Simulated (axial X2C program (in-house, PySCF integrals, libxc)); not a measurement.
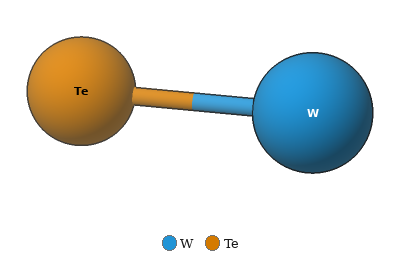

**Figure 1.** The molecule at the reference distance of 2.495 Å.

**Relativistic diatomic calculation for WTe⁺**

- system: WTe⁺. The reference is closed-shell WTe; the roots are the vertical energies to take an electron from it, which leaves states of WTe⁺. The distance is the PBE0 minimum at charge 0.
- method: EOM-IP-CCSD, two-component X2C with atomic mean-field Coulomb and Gaunt terms, W dyall-cv3z, Te dyall-cv3z (cores contracted) (axial X2C program (in-house, PySCF integrals, libxc))

### The input
```
{"zs": [74, 52], "q": 1, "bas": ["dyall-cv3z", "dyall-cv3z"], "r0": 2.48, "eom": "ip", "rq": 0, "thr": -1.0, "nmax": 95, "grid": [1, 0.96, 1.045, 0.92, 1.09, 1.15]}
```

The line is the task of a batch: nuclear charges, charge, bases, a first guess of the distance and further settings. This report covers the levels named above. The log is that of the reference distance 2.495 Å.

The run was one of a batch that the task file lists, launched with:
```bash
python <driver script> task.json out
```

### Output
```
two-component X2C + atomic mean field  HF
basis functions 309  fitting functions 1522  grid points 5801
iter        total energy     max residual
   1     -22924.492100771     9.95e+00
   2     -22925.186615082     1.94e-02
   3     -22925.192485621     1.76e-02
   4     -22925.197452622     2.83e-03
   5     -22925.198941746     2.24e-03
   6     -22925.199696494     2.26e-03
   7     -22925.200952539     1.76e-03
   8     -22925.201882932     1.39e-03
   9     -22925.202430717     1.07e-03
  10     -22925.202764981     7.16e-04
  11     -22925.202959898     3.88e-04
  12     -22925.203021821     1.31e-04
  13     -22925.203030453     6.90e-05
  14     -22925.203032975     3.83e-05
  15     -22925.203034085     1.47e-05
  16     -22925.203034253     1.02e-05
  17     -22925.203034288     7.60e-06
  18     -22925.203034301     5.38e-06
  19     -22925.203034307     2.88e-06
  20     -22925.203034308     1.88e-06
converged
one-electron -33079.19787919  Coulomb 9854.07889127  exact exchange -498.17431276  xc functional 0.00000000  nuclear repulsion 816.14184674  atomic mean-field constant -18.05158037
correlated 12  virtual 364  natural virtual 94  E(MP2) -0.286023189  MP2 remainder -0.019430196
iter   CCSD correlation   residual
   1     -0.265848130   2.46e-01
   2     -0.279358227   1.55e-01
   3     -0.289088118   8.54e-02
   4     -0.291796411   4.80e-02
   5     -0.293693401   3.08e-02
   6     -0.294488966   1.86e-02
   7     -0.294834018   1.18e-02
   8     -0.295096466   8.02e-03
   9     -0.295040428   5.81e-03
  10     -0.295154088   4.20e-03
  11     -0.295074489   3.14e-03
  12     -0.295105837   2.24e-03
  13     -0.295100048   1.55e-03
  14     -0.295092847   1.05e-03
  15     -0.295100690   6.69e-04
  16     -0.295096506   4.46e-04
  17     -0.295093938   3.06e-04
  18     -0.295091443   2.24e-04
  19     -0.295084775   1.65e-04
  20     -0.295084537   1.21e-04
  21     -0.295081816   9.00e-05
  22     -0.295081008   6.90e-05
  23     -0.295080752   5.36e-05
  24     -0.295080105   4.04e-05
  25     -0.295079792   3.09e-05
  26     -0.295079491   2.37e-05
  27     -0.295079058   1.84e-05
  28     -0.295079229   1.44e-05
  29     -0.295079051   1.13e-05
  30     -0.295079165   8.29e-06
  31     -0.295079255   6.12e-06
  32     -0.295079275   4.52e-06
(T) -0.025194230743359827  T1 0.1292  D1 0.2545  max T2 0.111
EOM-IP-CCSD roots
2*Omega      energy/Eh   energy/eV  one-particle weight
    1       0.27825194      7.5716      0.852
    1       0.33466251      9.1066      0.861
    1       0.37003073     10.0690      0.906
    1       0.38487847     10.4731      0.047
    3       0.28812041      7.8402      0.870
    3       0.31851279      8.6672      0.859
    3       0.36414849      9.9090      0.002
    5       0.38910710     10.5881      0.000
```

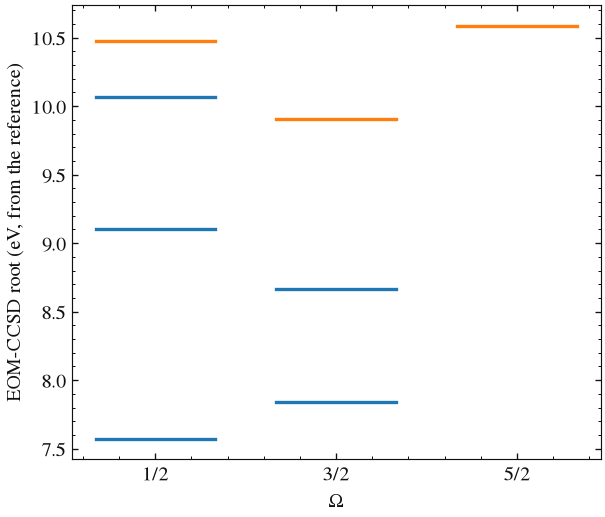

**Figure 2.** EOM-CCSD roots by Ω at 2.50 Å; roots whose one-particle weight is under 0.8 have the second colour. The lowest has Ω = 1/2 and lies at 7.572 eV, with one-particle weight 0.85. 3 of the 8 roots are less well described at this level.

### Key numbers

| quantity | value |
| --- | --- |
| outcome | converged |
| HF energy of the reference WTe | −22925.20303 hartree |
| MP2 energy of the reference WTe | −22925.48906 hartree |
| CCSD energy of the reference WTe (with the MP2 share of the virtual spinors left out of the coupled-cluster step) | −22925.51754 hartree |
| CCSD(T) energy of the reference WTe | −22925.54274 hartree |
| T1 diagnostic (spinor form; for a closed shell √2 times the usual value) | 0.129 |
| hardware | 1 thread of Arm Neoverse V1, 24 GiB of memory available, shared host |
| wall time | 17 s |
| peak memory | 0.84 GiB |
